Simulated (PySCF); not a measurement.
Consider C6H12BNO.

Input file:

```
{"job": {"kind": "nmr", "xc": "PBE0", "basis": "pcSseg-1"}, "charge": 0, "multiplicity": 1}
C      3.278569    -0.019697     1.520514
C      2.083201     0.249189     0.784573
N      1.116200     0.461506     0.207664
B      0.182056     0.984245    -1.031534
O      1.143189     1.291043    -2.030785
C     -0.785427    -0.268907    -1.328795
C     -2.281580    -0.121457    -1.432035
C     -1.690604    -0.904881    -0.303966
C     -1.773929    -0.379160     1.107400
H      3.807710     0.914191     1.708473
H      3.918407    -0.687357     0.943988
H      3.028150    -0.491081     2.470416
H     -0.298003     1.962711    -0.564494
H      1.323533     0.544783    -2.601839
H     -0.368830    -0.986314    -2.036467
H     -2.809465    -0.647219    -2.215485
H     -2.699685     0.846918    -1.203091
H     -1.796929    -1.985161    -0.357415
H     -2.731333    -0.645702     1.555667
H     -1.673688     0.701668     1.114075
H     -0.980462    -0.802375     1.723760
```

Run with:

```sh
OMP_NUM_THREADS=1 python probes_run.py task.json out
```

Geometry: GFN2-xTB.

Computed with PBE0/pcSseg-1, SCF density, gas phase, non-relativistic in PySCF.

Predict the electron density and electron localisation function between the atoms.

C–N (1.15 Å): ρ at the midpoint is about 3.5 e/Å³; the ELF peaks at about 0.85 between the atoms: a multiple bond.
B–O (1.42 Å): ρ at the midpoint is about 1.8 e/Å³; the ELF peaks at about 0.90 between the atoms: a polar covalent bond.
C–C (1.43 Å): ρ at the midpoint is about 1.9 e/Å³; the ELF peaks at about 0.95 between the atoms (a covalent bond).
B–N (1.64 Å): ρ is about 1 e/Å³ halfway; the ELF peaks at about 0.95 between the atoms (a polar covalent bond).

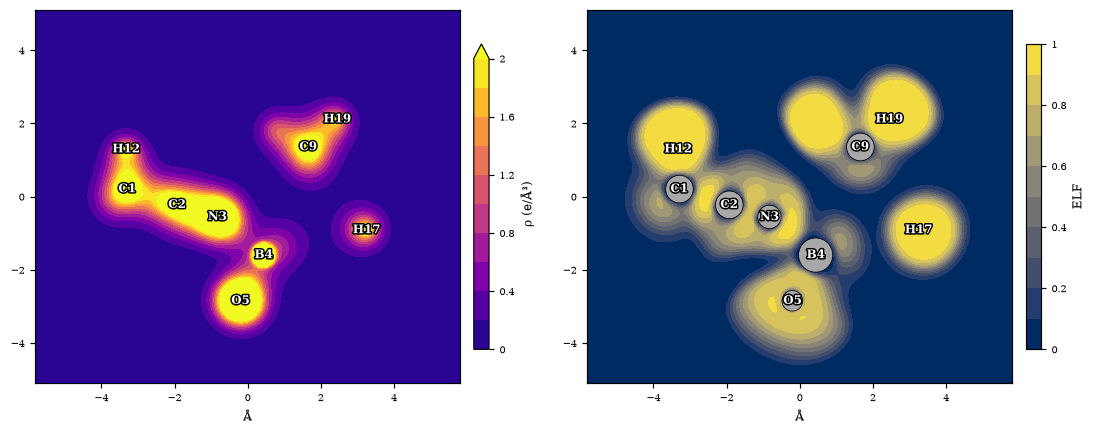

Computed electron density and electron localisation function on the plane of atoms C2, C1 and H12, in this order. Grey discs cover the atomic cores in the ELF map. 
